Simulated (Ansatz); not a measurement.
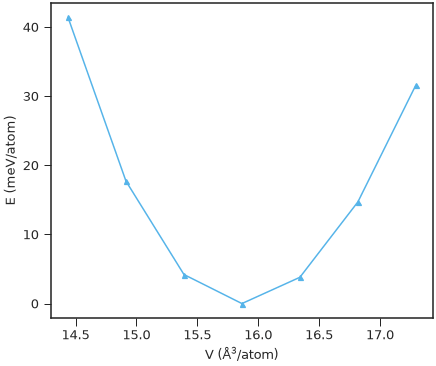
Fig. 1. SrCo₂P₂ in space group I4/mmm (No. 139; P on 4e, Sr on 2a, Co on 4d) under volume change, PBEsol in the plane-wave PAW code Ansatz, shape and atoms relaxed at each volume.

Problem. What does a third-order Birch–Murnaghan fit give for V₀, B₀ and B′?

Solution. V₀ = 15.87 Å³/atom, B₀ = 89.9 GPa, B′ = 3.6.

The workflow started from an entry of the Crystallography Open Database (COD). Its standing as an ambient phase is unchecked. The cell was relaxed with PBEsol under the symmetry of its start; its stability against distortions is not shown here. Magnetic state: ferromagnetic, the only order run, not a proven ground state.

Potentials: the later of the program's two PAW sets.
